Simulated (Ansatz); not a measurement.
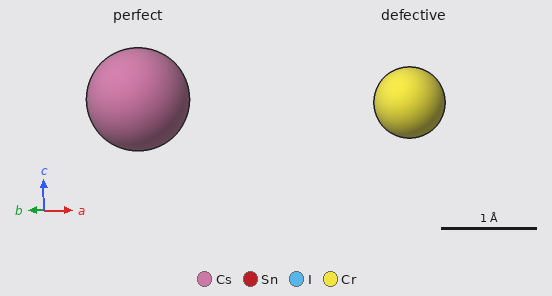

Left: perfect CsSnI₃. Right: the same region with one point defect, after relaxing the atoms in a supercell of 40 sites. The picture is a ball-and-stick view of the atoms within 3.3 Å of one point, seen from a free direction.

Method: DFT, PBEsol, PAW, plane waves (Ansatz). Set-up: plane-wave cutoff 420 eV; k-point mesh 1 × 1 × 1; mesh shifted by (0.25, 0.25, 0.25); no spin polarisation. Fermi-Dirac smearing of 0.01 eV. A uniform background neutralises the charged cell. The axes drawn are those of the host's conventional cell.

Which defect is it?

A caesium atom is replaced by chromium.

The charge state of the cell is −1.

What does the relaxation do around it?

In the host the Cs atom has ; the Cr atom ends with . Of the host's atoms, an iodine atom moves furthest from its site, by 0.10 Å. The Cr atom itself moves 0.07 Å from where it was put.

Limits of the set-up: an element that often carries a moment was run without spin polarisation; the cell is charged, on a uniform background, and energies carry no finite-size correction.
